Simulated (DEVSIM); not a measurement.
Structure: Ti/SiO2/p-GaSb capacitor, at 300 K.

| layer (left to right) | material | thickness (nm) | Na (cm⁻³) |
|---|---|---|---|
| 1 | SiO2 | 7.80 | - |
| 2 | GaSb | 2600 | 5.3e16 |

Metal gate on the left, work function 4.33 eV. Fixed charge at the semiconductor interface 0 cm⁻² (in units of +e); no interface traps.

Constants are typed, rounded textbook-type inputs, not results; the design itself was drawn at random and stands for no fabricated device. Values at 300 K.

| parameter | SiO2 | GaSb |
|---|---|---|
| gap (eV) | 9 | 0.726 |
| affinity (eV) | 0.9 | 4.06 |
| permittivity | 3.9 | 15.7 |
| Nc (cm⁻³) | - | 2.1e17 |
| Nv (cm⁻³) | - | 1.8e19 |

Simulated with DEVSIM: 1D Poisson equation in equilibrium, Boltzmann statistics, complete ionisation; no quantum confinement or tunnelling. Metal contacts follow the ideal Schottky-Mott rule: no Fermi-level pinning, no interface dipoles.

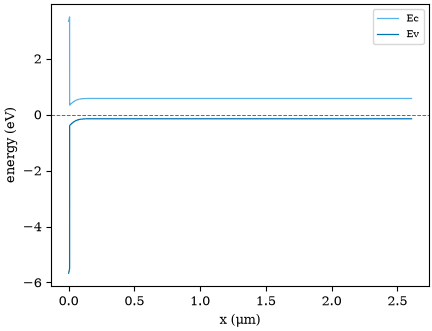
*Band edges at 0.1 V on the gate*

Energies count from the Fermi level of the right contact; mesh points crowd at the junctions.

```json
[
 {"x (μm)": "0.000", "Ec (eV)": "3.330", "Ev (eV)": "-5.670", "n (cm⁻³)": "< 1e2", "p (cm⁻³)": "< 1e2", "field (V/cm)": "210000"},
 {"x (μm)": "0.001207", "Ec (eV)": "3.355", "Ev (eV)": "-5.645", "n (cm⁻³)": "< 1e2", "p (cm⁻³)": "< 1e2", "field (V/cm)": "210000"},
 {"x (μm)": "0.003169", "Ec (eV)": "3.396", "Ev (eV)": "-5.604", "n (cm⁻³)": "< 1e2", "p (cm⁻³)": "< 1e2", "field (V/cm)": "210000"},
 {"x (μm)": "0.005742", "Ec (eV)": "3.449", "Ev (eV)": "-5.551", "n (cm⁻³)": "< 1e2", "p (cm⁻³)": "< 1e2", "field (V/cm)": "210000"},
 {"x (μm)": "0.007636", "Ec (eV)": "3.489", "Ev (eV)": "-5.511", "n (cm⁻³)": "< 1e2", "p (cm⁻³)": "< 1e2", "field (V/cm)": "210000"},
 {"x (μm)": "0.008775", "Ec (eV)": "0.337", "Ev (eV)": "-0.389", "n (cm⁻³)": "4.6e11", "p (cm⁻³)": "5.2e12", "field (V/cm)": "51000"},
 {"x (μm)": "0.01129", "Ec (eV)": "0.349", "Ev (eV)": "-0.377", "n (cm⁻³)": "2.8e11", "p (cm⁻³)": "8.5e12", "field (V/cm)": "49000"},
 {"x (μm)": "0.01950", "Ec (eV)": "0.388", "Ev (eV)": "-0.338", "n (cm⁻³)": "6.4e10", "p (cm⁻³)": "3.8e13", "field (V/cm)": "44000"},
 {"x (μm)": "0.03373", "Ec (eV)": "0.445", "Ev (eV)": "-0.281", "n (cm⁻³)": "7.0e9", "p (cm⁻³)": "3.4e14", "field (V/cm)": "36000"},
 {"x (μm)": "0.06569", "Ec (eV)": "0.529", "Ev (eV)": "-0.197", "n (cm⁻³)": "2.7e8", "p (cm⁻³)": "8.9e15", "field (V/cm)": "17000"},
 {"x (μm)": "0.1310", "Ec (eV)": "0.573", "Ev (eV)": "-0.153", "n (cm⁻³)": "5.0e7", "p (cm⁻³)": "4.8e16", "field (V/cm)": "1200"},
 {"x (μm)": "0.3503", "Ec (eV)": "0.575", "Ev (eV)": "-0.151", "n (cm⁻³)": "4.5e7", "p (cm⁻³)": "5.3e16", "field (V/cm)": "≈ 0"},
 {"x (μm)": "0.7556", "Ec (eV)": "0.575", "Ev (eV)": "-0.151", "n (cm⁻³)": "4.5e7", "p (cm⁻³)": "5.3e16", "field (V/cm)": "≈ 0"},
 {"x (μm)": "1.510", "Ec (eV)": "0.575", "Ev (eV)": "-0.151", "n (cm⁻³)": "4.5e7", "p (cm⁻³)": "5.3e16", "field (V/cm)": "≈ 0"},
 {"x (μm)": "2.211", "Ec (eV)": "0.575", "Ev (eV)": "-0.151", "n (cm⁻³)": "4.5e7", "p (cm⁻³)": "5.3e16", "field (V/cm)": "≈ 0"},
 {"x (μm)": "2.426", "Ec (eV)": "0.575", "Ev (eV)": "-0.151", "n (cm⁻³)": "4.5e7", "p (cm⁻³)": "5.3e16", "field (V/cm)": "≈ 0"},
 {"x (μm)": "2.522", "Ec (eV)": "0.575", "Ev (eV)": "-0.151", "n (cm⁻³)": "4.5e7", "p (cm⁻³)": "5.3e16", "field (V/cm)": "≈ 0"},
 {"x (μm)": "2.569", "Ec (eV)": "0.575", "Ev (eV)": "-0.151", "n (cm⁻³)": "4.5e7", "p (cm⁻³)": "5.3e16", "field (V/cm)": "≈ 0"},
 {"x (μm)": "2.595", "Ec (eV)": "0.575", "Ev (eV)": "-0.151", "n (cm⁻³)": "4.5e7", "p (cm⁻³)": "5.3e16", "field (V/cm)": "≈ 0"},
 {"x (μm)": "2.602", "Ec (eV)": "0.575", "Ev (eV)": "-0.151", "n (cm⁻³)": "4.5e7", "p (cm⁻³)": "5.3e16", "field (V/cm)": "≈ 0"},
 {"x (μm)": "2.606", "Ec (eV)": "0.575", "Ev (eV)": "-0.151", "n (cm⁻³)": "4.5e7", "p (cm⁻³)": "5.3e16", "field (V/cm)": "≈ 0"},
 {"x (μm)": "2.608", "Ec (eV)": "0.575", "Ev (eV)": "-0.151", "n (cm⁻³)": "4.5e7", "p (cm⁻³)": "5.3e16", "field (V/cm)": "≈ 0"}
]
```
